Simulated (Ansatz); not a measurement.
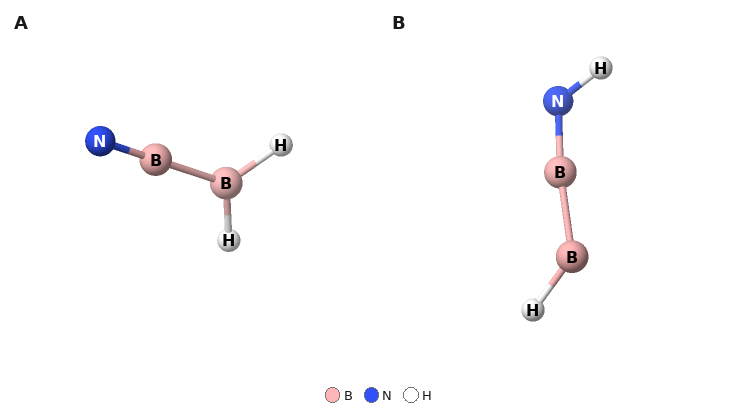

2 stationary structures of one formula. The species has charge −1 and is a spin singlet. Geometries: PBE0-D4/def2-TZVPD. Electronic energies: RHF-CCSD(T) (frozen core)/def2-TZVPPD (Ansatz 0.2.0), without zero-point energy. No frequency run is at hand to confirm each as a minimum.

Question: Which structure is the most stable?

Answer: A is lowest (C2v); B lies 29.1 kcal/mol above it.
